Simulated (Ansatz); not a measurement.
# CH₈BFSi₂: relaxing the structure

The task is to find a stationary geometry of CH₈BFSi₂.

Method: RKS PBE0-D4/def2-TZVP; program: Ansatz 0.2.0, Gaussian basis.

Plan: relaxation at PBE-D4/def2-SVP; relaxation at PBE0-D4/def2-TZVP.

1 further run of the same task is left out (set aside as unsound or not needed).

### Step 1. Starting geometry

SMILES `BC([SiH3])[SiH2]F`, 13 atoms, charge 0, spin multiplicity 1.

Atoms are counted from 1 here; the program's logs count them from 0.

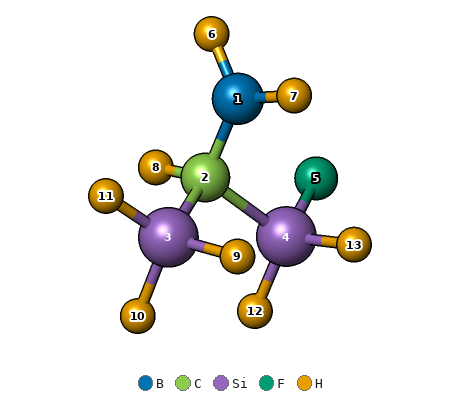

As it starts; boron blue, carbon green, silicon purple, fluorine teal, hydrogen amber; atoms are numbered from 1 in the order of the file.

The start is a force-field geometry with small random shifts, so a cheaper pass at PBE-D4/def2-SVP comes first.

### Step 2. Geometry optimisation, PBE-D4/def2-SVP (cheap first pass)

Contents of in.yaml:

```yaml
crystal:
  periodic: [false, false, false]
  atoms:
    - {symbol: B, position_ang: [-1.503700, 0.553600, -0.415400]}
    - {symbol: C, position_ang: [-0.124800, -0.082800, -0.542900]}
    - {symbol: Si, position_ang: [-0.086000, -1.593300, 0.535800]}
    - {symbol: Si, position_ang: [1.273700, 1.143000, -0.016700]}
    - {symbol: F, position_ang: [1.170000, 2.475000, -1.041300]}
    - {symbol: H, position_ang: [-2.231100, 0.727600, -1.388600]}
    - {symbol: H, position_ang: [-1.918500, 0.996700, 0.618900]}
    - {symbol: H, position_ang: [0.100700, -0.364500, -1.600600]}
    - {symbol: H, position_ang: [-0.284500, -1.191000, 1.991200]}
    - {symbol: H, position_ang: [1.273000, -2.222400, 0.455900]}
    - {symbol: H, position_ang: [-1.095200, -2.552400, 0.146600]}
    - {symbol: H, position_ang: [2.537600, 0.496300, -0.087800]}
    - {symbol: H, position_ang: [0.909300, 1.579500, 1.359800]}
basis:
  gaussian: {orbitals: def2-SVP}
hamiltonian: {xc: pbe, dispersion: d4}
relax: {f_tol: 0.03, max_steps: 200}
```

Command:

```sh
ansatz run in.yaml --threads 4 --pin off --events-out ev --progress --plain --max-ram 10444MiB
```

The log of the run, cut to the lines that bear on the results:

```text
Functional definition: PBE
  name "PBE"
  cite "Perdew, Burke & Ernzerhof, Phys. Rev. Lett. 77, 3865 (1996) doi:10.1103/PhysRevLett.77.3865"
  parent pbe
[...]
1316 factors; their error is unknown
[...]
mean field -20294.23163154 eV, -745.7992565348 hartree, gradient 4.6e-5 eV, S^2 0.000000; 0 other end points of the search recorded, 0 dependent functions left out
[...]
reference -20294.23167185 eV, -745.7992580163 hartree; 28, 28 occupied and 90, 90 virtual orbitals, 1316 factors
relax step   1: F+E_penalty+E_count = -20294.53950444 eV  Δ(F+E_penalty+E_count) = +0.000e0 eV  max|allowed force component| = 2.644e0 eV/Å  Δτ_max = 0.0000 Å  (28 SCF iters, accepted)
[...]
relax step   5: F+E_penalty+E_count = -20294.78909713 eV  Δ(F+E_penalty+E_count) = -1.568e-3 eV  max|allowed force component| = 4.551e-2 eV/Å  Δτ_max = 0.0215 Å  (30 SCF iters, accepted)
[...]
relax step   9: F+E_penalty+E_count = -20294.79360068 eV  Δ(F+E_penalty+E_count) = -5.146e-4 eV  max|allowed force component| = 3.936e-2 eV/Å  Δτ_max = 0.0423 Å  (28 SCF iters, accepted)
[...]
relax step  13: F+E_penalty+E_count = -20294.79534592 eV  Δ(F+E_penalty+E_count) = -5.020e-4 eV  max|allowed force component| = 4.812e-2 eV/Å  Δτ_max = 0.0243 Å  (30 SCF iters, accepted)
[...]
mean field -20294.48908934 eV, -745.8087179344 hartree, gradient 2.3e-5 eV, S^2 0.000000; 1 other end points of the search recorded, 0 dependent functions left out
[...]
reference -20294.48912981 eV, -745.8087194218 hartree; 28, 28 occupied and 90, 90 virtual orbitals, 1316 factors
Total energy: -20294.79796821 eV, -745.8200690234 hartree
Atom 0 at    -1.478610     0.647078    -0.498834 Å, force     0.006127     0.021025    -0.003877 eV/Å
Atom 1 at    -0.135350    -0.113502    -0.601894 Å, force     0.001656    -0.007534     0.005846 eV/Å
Atom 2 at    -0.094289    -1.575101     0.626585 Å, force     0.004795    -0.015871     0.009290 eV/Å
Atom 3 at     1.211103     1.082932    -0.047468 Å, force     0.000981    -0.010655     0.006389 eV/Å
Atom 4 at     0.926422     2.558854    -0.716291 Å, force    -0.002221     0.008364    -0.003530 eV/Å
Atom 5 at    -2.203614     0.795707    -1.463858 Å, force    -0.001515    -0.005800     0.001791 eV/Å
Atom 6 at    -1.820732     1.127387     0.569788 Å, force    -0.002595    -0.006084    -0.000261 eV/Å
Atom 7 at     0.098743    -0.494493    -1.618926 Å, force    -0.001366    -0.001946    -0.000426 eV/Å
Atom 8 at    -0.594366    -1.140685     1.974756 Å, force     0.003926    -0.002361    -0.014261 eV/Å
Atom 9 at     1.317989    -2.084807     0.772249 Å, force    -0.014718     0.006702    -0.002458 eV/Å
Atom 10 at    -0.950801    -2.697091     0.108806 Å, force     0.008156     0.013416     0.004518 eV/Å
Atom 11 at     2.551912     0.614561    -0.533456 Å, force    -0.002860     0.001350    -0.000473 eV/Å
Atom 12 at     1.192093     1.244461     1.443443 Å, force    -0.000366    -0.000606    -0.002547 eV/Å
Dipole moment:     0.116015    -0.339396     0.021485 e Å
```

Run time: 29 s. Hardware: 4 threads of Arm Neoverse V1, shared host.

Along the way:

| step | energy from step 1 (eV) | largest force component (eV/Å) |
| --- | --- | --- |
| 1 | 0.0000 | 2.6436 |
| 2 | -0.1769 | 0.7197 |
| 3 | -0.2394 | 0.3051 |
| 4 | -0.2480 | 0.0883 |
| 5 | -0.2496 | 0.0455 |
| 6 | -0.2518 | 0.0546 |
| 7 | -0.2528 | 0.0693 |
| 8 | -0.2536 | 0.0651 |
| 9 | -0.2541 | 0.0394 |
| 10 | -0.2545 | 0.0228 |
| 11 | -0.2545 | 0.0749 |
| 12 | -0.2553 | 0.0479 |
| 13 | -0.2558 | 0.0481 |
| 14 | -0.2564 | 0.1069 |
| 15 | -0.2574 | 0.0457 |
| 16 | -0.2578 | 0.0278 |
| 17 | -0.2583 | 0.0115 |
| 18 | -0.2583 | 0.0340 |
| 19 | -0.2584 | 0.0210 |

The force was under the threshold of 0.03 eV/Å already at step 10, but the program went on to step 19.

Close pairs (by a distance rule), those that changed most:

| bond | before (Å) | after (Å) | change (Å) |
| --- | --- | --- | --- |
| Si4–H12 | 1.422 | 1.501 | +0.080 |
| Si3–H11 | 1.446 | 1.504 | +0.058 |
| C2–Si3 | 1.857 | 1.910 | +0.053 |
| C2–Si4 | 1.933 | 1.885 | -0.048 |
| Si4–F5 | 1.684 | 1.645 | -0.038 |
| B1–C2 | 1.524 | 1.547 | +0.023 |
| B1–H7 | 1.199 | 1.221 | +0.021 |
| Si3–H9 | 1.523 | 1.502 | -0.021 |

### Step 3. Optimising with PBE0-D4/def2-TZVP

Contents of in.yaml:

```yaml
crystal:
  periodic: [false, false, false]
  atoms:
    - {symbol: B, position_ang: [-1.478610, 0.647078, -0.498834]}
    - {symbol: C, position_ang: [-0.135350, -0.113502, -0.601894]}
    - {symbol: Si, position_ang: [-0.094289, -1.575101, 0.626585]}
    - {symbol: Si, position_ang: [1.211103, 1.082932, -0.047468]}
    - {symbol: F, position_ang: [0.926422, 2.558854, -0.716291]}
    - {symbol: H, position_ang: [-2.203614, 0.795707, -1.463858]}
    - {symbol: H, position_ang: [-1.820732, 1.127387, 0.569788]}
    - {symbol: H, position_ang: [0.098743, -0.494493, -1.618926]}
    - {symbol: H, position_ang: [-0.594366, -1.140685, 1.974756]}
    - {symbol: H, position_ang: [1.317989, -2.084807, 0.772249]}
    - {symbol: H, position_ang: [-0.950801, -2.697091, 0.108806]}
    - {symbol: H, position_ang: [2.551912, 0.614561, -0.533456]}
    - {symbol: H, position_ang: [1.192093, 1.244461, 1.443443]}
basis:
  gaussian: {orbitals: def2-TZVP}
hamiltonian: {xc: pbe0, dispersion: d4}
relax: {f_tol: 0.005, max_steps: 150}
```

Launched as before.

The log of the run, cut to the lines that bear on the results:

```text
Functional definition: PBE0
  name "PBE0"
  cite "Adamo & Barone, J. Chem. Phys. 110, 6158 (1999) doi:10.1063/1.478522"
  cite "Perdew, Burke & Ernzerhof, Phys. Rev. Lett. 77, 3865 (1996) doi:10.1103/PhysRevLett.77.3865"
  parent pbe
[...]
1393 factors; their error is unknown
[...]
mean field -20307.76193656 eV, -746.2964860733 hartree, gradient 2.7e-5 eV, S^2 0.000000; 0 other end points of the search recorded, 0 dependent functions left out
[...]
reference -20307.76197546 eV, -746.2964875025 hartree; 28, 28 occupied and 187, 187 virtual orbitals, 1393 factors
relax step   1: F+E_penalty+E_count = -20308.02465026 eV  Δ(F+E_penalty+E_count) = +0.000e0 eV  max|allowed force component| = 1.099e0 eV/Å  Δτ_max = 0.0000 Å  (26 SCF iters, accepted)
[...]
Atom 3 at     1.223953     1.036816    -0.070053 Å, force    -0.001544     0.003943    -0.001432 eV/Å
Atom 4 at     1.072670     2.489529    -0.729993 Å, force     0.001185    -0.003819     0.001417 eV/Å
Atom 5 at    -2.299734     0.719624    -1.350630 Å, force     0.000746     0.000758    -0.000111 eV/Å
Atom 6 at    -1.785096     1.174081     0.593383 Å, force     0.000855    -0.000151    -0.000845 eV/Å
Atom 7 at     0.022261    -0.462556    -1.614891 Å, force    -0.000547     0.000309     0.000178 eV/Å
Atom 8 at    -0.769959    -1.181050     1.872601 Å, force     0.001492    -0.001323    -0.003649 eV/Å
Atom 9 at     1.335607    -1.852784     0.898196 Å, force    -0.004636     0.000586    -0.000868 eV/Å
Atom 10 at    -0.730374    -2.714882    -0.007642 Å, force     0.002542     0.003838     0.002268 eV/Å
Atom 11 at     2.526151     0.487836    -0.516496 Å, force    -0.000502    -0.000199    -0.000248 eV/Å
Atom 12 at     1.192742     1.209271     1.402751 Å, force     0.000256    -0.000233     0.000424 eV/Å
Dipole moment:     0.056433    -0.345718     0.003733 e Å
```

Run time: 60 s. Hardware: 4 threads of Arm Neoverse V1, shared host; peak memory 0.62 GiB.

Relaxation path:

| step | energy from step 1 (eV) | largest force component (eV/Å) |
| --- | --- | --- |
| 1 | 0.0000 | 1.0993 |
| 2 | -0.0565 | 0.6734 |
| 3 | -0.0708 | 0.0991 |
| 4 | -0.0710 | 0.1429 |
| 5 | -0.0721 | 0.1277 |
| 6 | -0.0735 | 0.0243 |
| 7 | -0.0741 | 0.0190 |
| 8 | -0.0745 | 0.0234 |
| 9 | -0.0747 | 0.0188 |
| 10 | -0.0748 | 0.0222 |
| 11 | -0.0749 | 0.0250 |
| 12 | -0.0749 | 0.0280 |
| 13 | -0.0750 | 0.0163 |
| 14 | -0.0751 | 0.0046 |

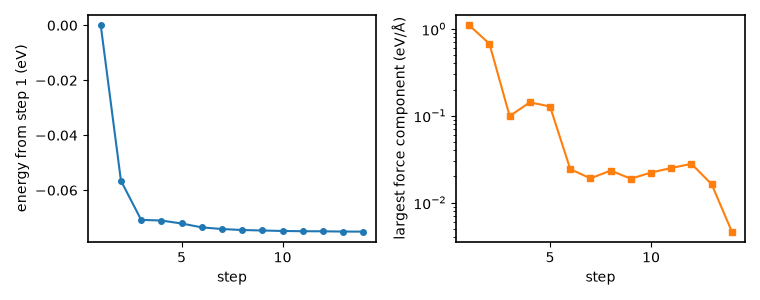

Energy and largest force along the relaxation.

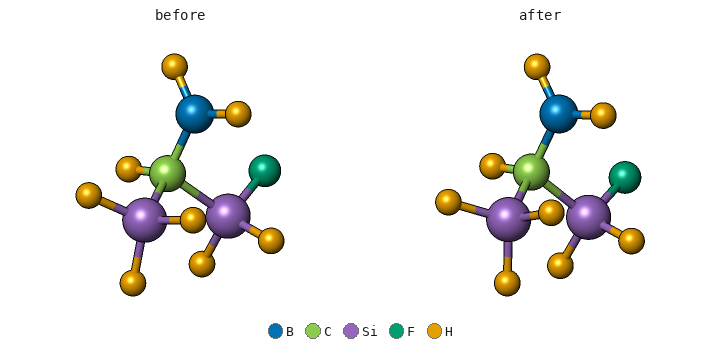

Before and after, at one scale.

Distances of close pairs at the start and the end, largest changes first:

| bond | before (Å) | after (Å) | change (Å) |
| --- | --- | --- | --- |
| Si4–F5 | 1.645 | 1.603 | -0.042 |
| C2–Si4 | 1.885 | 1.861 | -0.024 |
| B1–H7 | 1.221 | 1.199 | -0.021 |
| B1–H6 | 1.216 | 1.196 | -0.020 |
| Si3–H11 | 1.504 | 1.484 | -0.019 |
| Si4–H12 | 1.501 | 1.482 | -0.019 |
| Si3–H9 | 1.502 | 1.483 | -0.019 |
| C2–Si3 | 1.910 | 1.892 | -0.018 |

Mulliken charges of the relaxed molecule (report file):

B1 -0.09; C2 -0.23; Si3 0.10; Si4 0.43; F5 -0.32; H6 0.02; H7 0.03; H8 0.13; H9 0.00; H10 -0.01; H11 -0.01; H12 -0.03; H13 -0.03

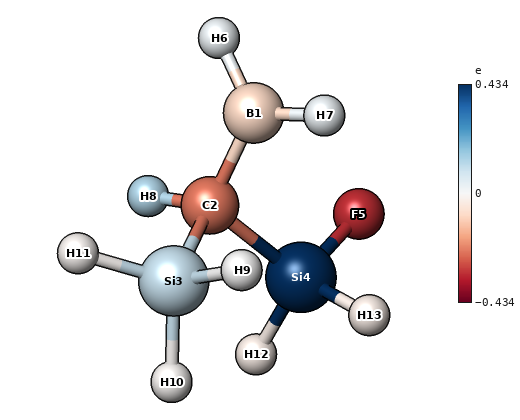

Mulliken charges of the relaxed molecule (report file), as colours on the atoms.

### Step 4. Outcome

| quantity | value |
| --- | --- |
| point group | C1 |
| steps | 19 + 14 |
| shift from the start (rms) | 0.328 Å |
| total energy | -20308.0998 eV |
| dispersion term | -265 meV |
| dipole moment | 1.68 D |

The relaxed geometry lies 0.33 Å (rms) from the start; the bond that changed most is Si4–F5, from 1.684 to 1.603 Å. No vibrations were run, so it is not proven to be a minimum. The largest Mulliken charge, +0.43 e, sits on Si4.
